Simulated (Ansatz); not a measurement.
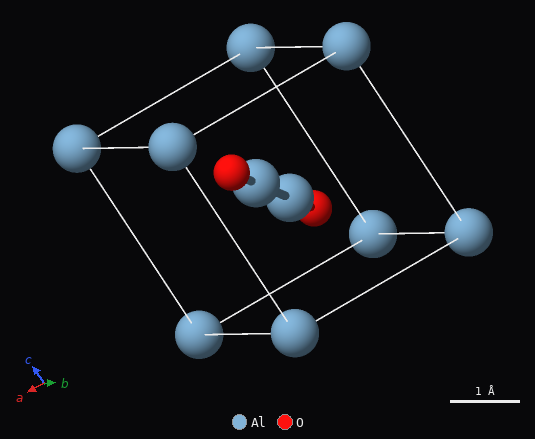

A ball-and-stick rendering, viewed slightly off an axis. The edges of the simulation cell are marked. Finite groups of bonded atoms are drawn whole.

Input for the calculation:
```yaml
crystal:
  lattice:
    - [2.1302995015, 1.2299289906, 4.9561144103]
    - [-2.1302995015, 1.2299289906, 4.9561144103]
    - [0.0, -2.4598579813, 4.9561144103]
  atoms:
    - { symbol: Al, position: [0.5843273802, 0.5843273802, 0.5843273802] }
    - { symbol: Al, position: [0.4156726198, 0.4156726198, 0.4156726198] }
    - { symbol: Al, position: [0.0, 0.0, 0.0] }
    - { symbol: O, position: [0.2946316749, 0.2946316749, 0.2946316749] }
    - { symbol: O, position: [0.7053683251, 0.7053683251, 0.7053683251] }
basis:
  ecutwfc: 420
kpoints:
  mp_grid: { grid: [12, 12, 12] }
  band_path:
    path:
      - [[0.0, 0.0, 0.0], [0.5, 0.5, 0.5], [0.79227643, 0.20772357, 0.5]]
      - [[0.5, -0.20772357, 0.20772357], [0.5, 0.0, 0.0], [0.0, 0.0, 0.0], [0.35386178, -0.35386178, 0.0]]
      - [[0.64613822, 0.0, 0.35386178], [0.5, 0.0, 0.5], [0.0, 0.0, 0.0]]
    npoints: 14
hamiltonian:
  xc: pbe
scf:
  occupations: { method: gaussian, width: 0.1 }
  n_extra_bands: 12
output:
  forces: true
  stress: true
  eigenvalues: true
  populations: true
  dos: { projected: true, de: 0.02, nscf_kmesh: { grid: [15, 15, 15] } }
  bader: true
  write_density: true
  write_potential: true
  elf: true
  volumetric_format: npy
```
Run as:
```sh
ansatz run input.yaml --threads 1 --pin off --max-ram 2560MiB --backend cpu --events-out ev --progress --plain --runs-dir out
```

Method: DFT PBE, scalar-relativistic, plane waves, PAW (Ansatz 0.2.0); a 420 eV plane-wave basis, k-grid 12×12×12, Gaussian smearing of 0.1 eV, no spin polarisation.

Give the Bader charge of each element.

Al +0.49 to +1.38 e; O -1.62 e.

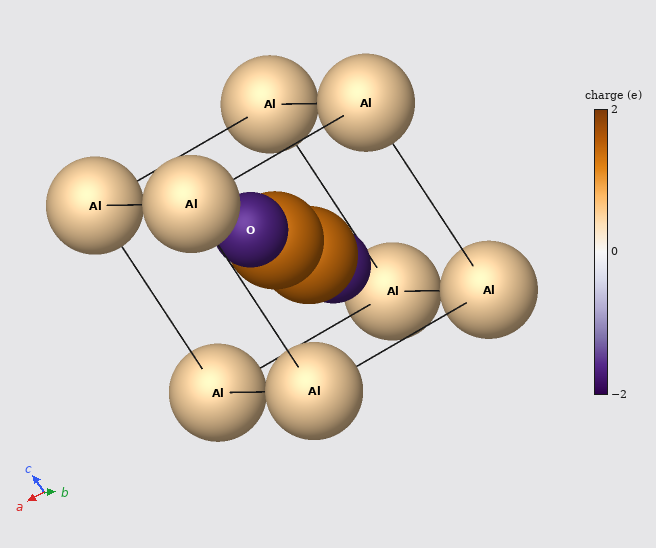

The atoms coloured by those charges.

The model was built from a structure type filled with these elements by a generator (whether the compound takes this form wasn't checked). Earlier steps of the study may have refined or changed the cell and positions. Ansatz was used for an electronic-structure calculation on it.
